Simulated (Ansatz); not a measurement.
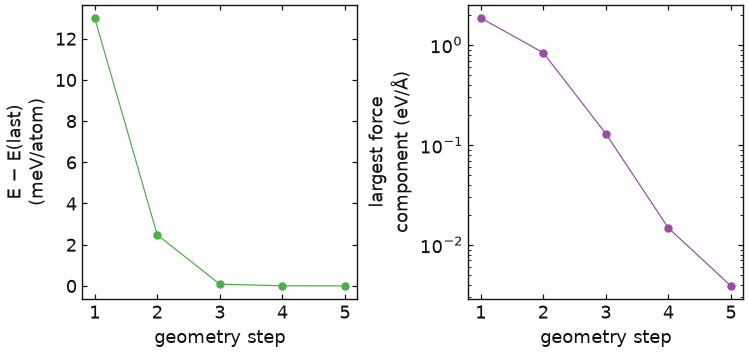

History of a geometry optimisation. Only the atoms move.

- system: GaH6C2 (9 atoms in the cell)
- method: DFT PBEsol, scalar-relativistic, plane waves, PAW (Ansatz); cutoff 420 eV, 1×1×1 k-mesh, Gaussian smearing of 0.005 eV, collinear spins

### How did the optimisation end?

The optimisation met its thresholds at geometry 5, counting the start as the first. The energy fell by about 13 meV/atom from the first step to the last. The largest force component goes from about 1.9 eV/Å at the start to 4 × 10⁻³ eV/Å at the end.
